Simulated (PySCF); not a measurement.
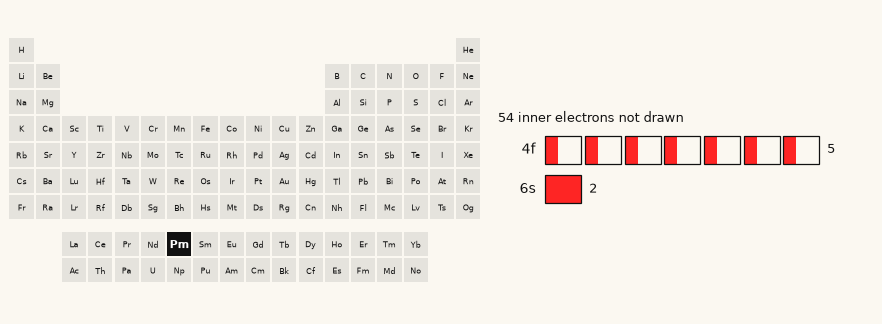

Figure 1. Left, the place of promethium in the periodic table; right, the outer shells of the nominal configuration: a box for each of the 2l + 1 orbitals, shaded by the share of the shell that is filled, with the electron count at the right.

Atomic calculation for Pm

- system: Pm, configuration 1s2 2s2 2p6 3s2 3p6 3d10 4s2 4p6 4d10 4f5 5s2 5p6 6s2, multiplicity 6.
- method: unrestricted B97-3, ANO-RCC-VTZP, spin-free X2C-1e, Gaussian nucleus (PySCF)

## Input
```python
from pyscf import gto, scf, dft, mp, cc
import basis_set_exchange as bse
mol = gto.M(atom="Pm 0 0 0", charge=0, spin=5, symmetry="D2h",
            basis=gto.basis.parse(bse.get_basis("ANO-RCC-VTZP", elements=["Pm"], fmt="nwchem", header=False)),
            nucmod="G")
mf = dft.UKS(mol, xc="HYB_GGA_XC_B97_3").sfx2c1e()
mf.irrep_nelec = {'Ag': (10, 10), 'B1g': (2, 2), 'B2g': (2, 2), 'B3g': (2, 2), 'Au': (1, 0), 'B1u': (6, 4), 'B2u': (6, 4), 'B3u': (4, 4)}
mf.kernel()
```

The script is an equivalent of what the driver set up; the driver started from orbitals of its own, so the log can be shorter than this script's would be, and it computed the properties (radii, ⟨L²⟩, response) afterwards. It held the occupations shell by shell, which the script's counts by irreducible representation don't always enforce.

The run was one of a batch that the task file lists, launched with:
```bash
OMP_NUM_THREADS=1 python <driver script> TASK.json OUT
```

## The program's output (extracts)
```
damping factor = 0
level_shift factor = 0
DIIS = <class 'pyscf.scf.diis.CDIIS'>
diis_start_cycle = 1
diis_space = 10
diis_damp = 0
SCF conv_tol = 1e-09
SCF conv_tol_grad = None
number electrons alpha = 33  beta = 28
XC functionals = HYB_GGA_XC_B97_3
    T. W. Keal and D. J. Tozer.,  J. Chem. Phys. 123, 121103 (2005)
cycle= 1 E= -10019.0821551281  delta_E= -0.0164  |g|= 0.103  |ddm|= 0.215
cycle= 2 E= -10019.0814792574  delta_E= 0.000676  |g|= 0.114  |ddm|= 0.0566
cycle= 3 E= -10019.0835952406  delta_E= -0.00212  |g|= 0.0147  |ddm|= 0.0417
cycle= 4 E= -10019.0836335161  delta_E= -3.83e-05  |g|= 0.00127  |ddm|= 0.00505
cycle= 5 E= -10019.0836338235  delta_E= -3.07e-07  |g|= 4.56e-05  |ddm|= 0.000597
cycle= 6 E= -10019.0836338255  delta_E= -1.97e-09  |g|= 7.4e-06  |ddm|= 0.000111
cycle= 7 E= -10019.0836338257  delta_E= -1.78e-10  |g|= 2.66e-06  |ddm|= 4.22e-05
converged SCF energy = -10019.0836338257  <S^2> = 8.7543588  2S+1 = 6.0014528
```

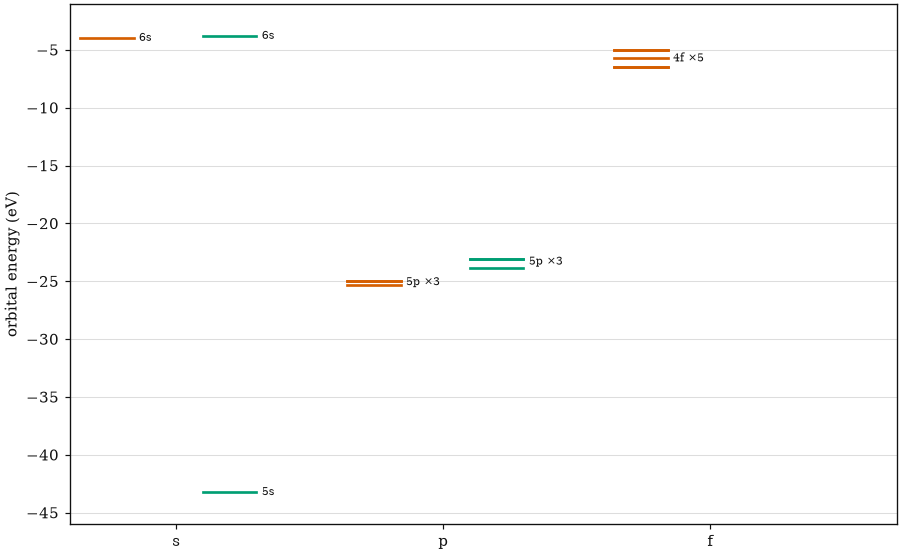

Figure 2. Orbital energies of the mean field, from the top down to −43.2 eV, by angular momentum, α spin at the left of each column and β at the right; ×n counts the orbitals under one label. The highest filled orbital is 6s β at −3.80 eV, the lowest empty one d α at −0.904 eV.

## Summary

```tsv
quantity	value
outcome	converged
total energy	−10019.0836 hartree
⟨S²⟩	8.754
⟨L²⟩	24.01
SCF iterations	7
hardware	1 CPU thread, shared host
CPU time	4.4 s (integrals apart)
```

## Remarks

⟨L²⟩ departs from that of the intended term, so the determinant mixes terms.
